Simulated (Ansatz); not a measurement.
**C$_{3}$H$_{7}$NO$_{2}$Si: density, localisation and related maps**

Input

```
crystal:
  periodic: [false, false, false]
  atoms:
    - symbol: C
      position_ang: [1.072251, -1.074340, -1.116616]
    - symbol: C
      position_ang: [-0.168349, -0.576966, -0.957727]
    - symbol: C
      position_ang: [-0.515083, 0.890126, -0.672999]
    - symbol: "N"
      position_ang: [-3.631513, -0.999753, 0.662229]
    - symbol: O
      position_ang: [-1.892149, 0.982889, -0.321197]
    - symbol: O
      position_ang: [-1.299009, -1.344666, -1.048284]
    - symbol: Si
      position_ang: [-2.712650, -0.449844, -0.663333]
    - symbol: H
      position_ang: [1.945053, -0.413078, -1.026546]
    - symbol: H
      position_ang: [1.227715, -2.137152, -1.346064]
    - symbol: H
      position_ang: [-0.310832, 1.515379, -1.573507]
    - symbol: H
      position_ang: [0.109591, 1.289444, 0.154778]
    - symbol: H
      position_ang: [-3.626613, -0.429337, -1.842368]
    - symbol: H
      position_ang: [-3.260149, -1.093907, 1.608516]
    - symbol: H
      position_ang: [-4.538163, -1.450639, 0.539518]
basis:
  gaussian: {orbitals: def2-SVPD}
hamiltonian: {xc: {name: PBE0}}
output: {forces: true, orbitals: {seedname: orbitals}}
```

Run with:

```sh
ansatz run input.yaml --threads 4 --pin off --max-ram 7830MiB --events-out events.jsonl --progress --plain --runs-dir runs
```

Geometry: PBE-D3(BJ)/def2-SVP.

All numbers below come from isolated molecule in a Gaussian basis; Kohn-Sham density functional theory, functional PBE0 in Ansatz.

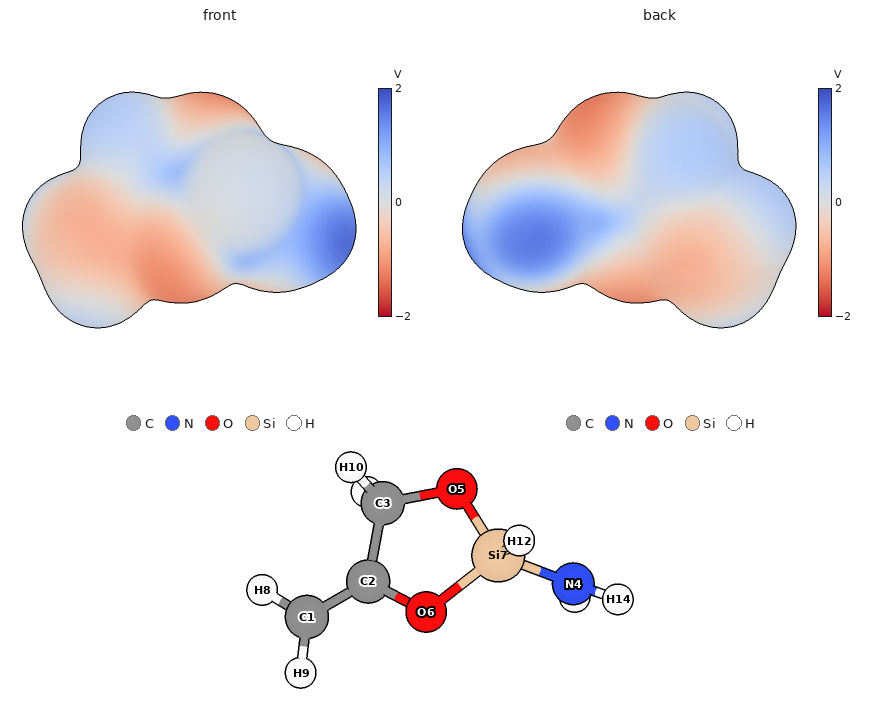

Figure 1. The molecular electrostatic potential painted on the density surface at 0.001 e/bohr³, seen from the front and from behind; red is negative and blue positive. The bare structure is drawn below in the same view.

Question: Which sites attract a positive test charge, and which a negative one?

Answer: A positive charge is drawn to the negative regions and a negative charge to the positive ones. The most negative region (about −1.2 V) lies over O5 and O6, the most positive (about +1.6 V) over H14.

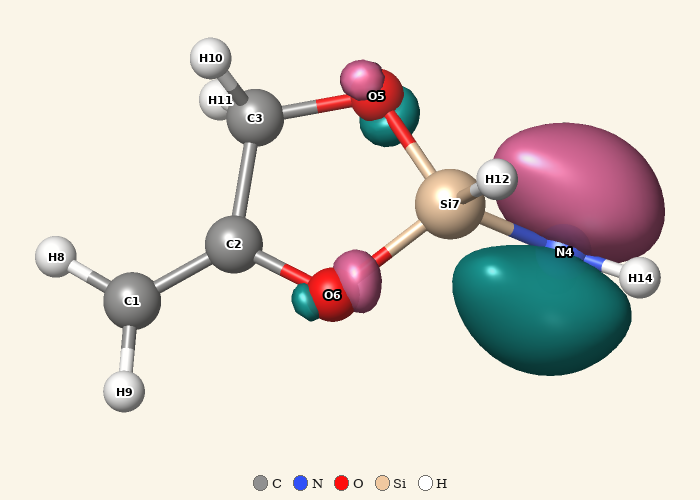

Figure 2. The HOMO−1 at ±0.15 Å⁻³ᐟ² (teal and pink are the two phases), seen at a tilt.

Question: Where does this orbital lie, and at what energy?

Answer: By Hirshfeld shares it lies mainly on N4 (about 70 %); largely a lone pair of N4. Its energy is −8.29 eV.

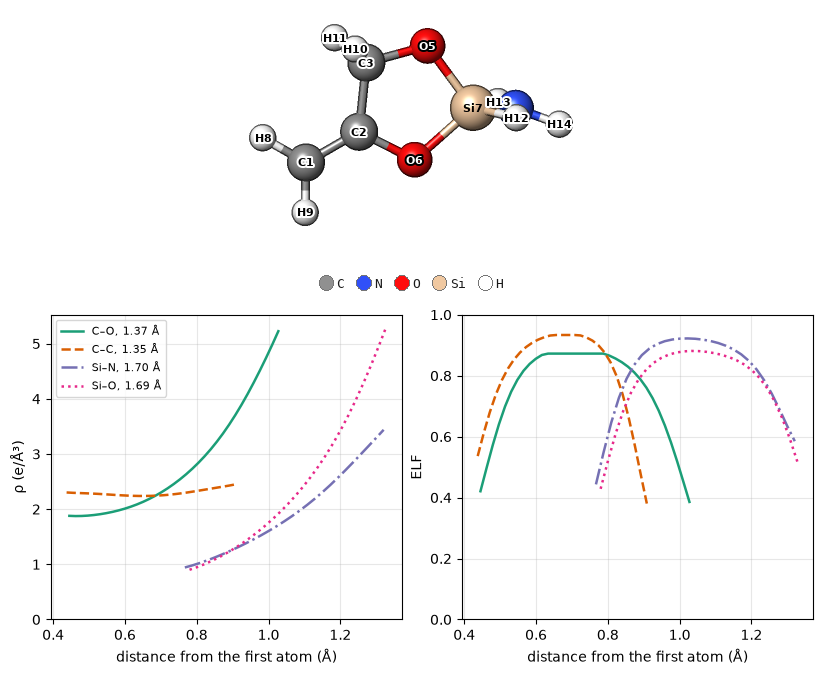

Figure 3. Total electron density and electron localisation function along straight lines between neighbouring atoms. The curves leave out the atomic cores. The structure is drawn too.

Question: What kind of bonding do the profiles show?

Answer: C–O (1.37 Å): the density is about 2.2 e/Å³ at the midpoint, with its minimum of 1.9 e/Å³ about 0.5 Å from C; the ELF peaks at about 0.85 between the atoms, as expected for a shared but strongly polarised pair.
C–C (1.35 Å): ρ is about 2.2 e/Å³ halfway; the ELF peaks at about 0.95 between the atoms, as expected for a covalent bond.
Si–N (1.70 Å): the density is about 1.1 e/Å³ at the midpoint; the ELF peaks at about 0.90 between the atoms (a polar covalent bond).
Si–O (1.69 Å): ρ at the midpoint is about 1.1 e/Å³; the ELF peaks at about 0.90 between the atoms (a shared but strongly polarised pair).
